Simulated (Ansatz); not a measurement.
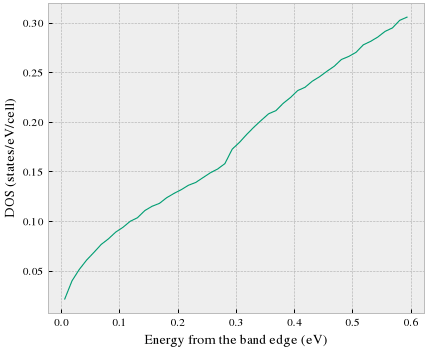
Fig. 1. Density of states of BN (P6_3mc) below the valence band maximum, Ansatz (a quantum-chemistry and plane-wave program) with r2SCAN, rigid bands; cell volume 23.5 Å³.

Question: What effective density of states at 300 K does this give (∫ g(E) exp(−E/k_BT) dE, both spins, divided by the cell's size)?

Answer: 4.5e19 cm⁻³, a density-of-states mass of 1.48 mₑ, valleys and band degeneracy included.

Spin-orbit coupling is left out. Geometry: cell and atoms relaxed with PBEsol.
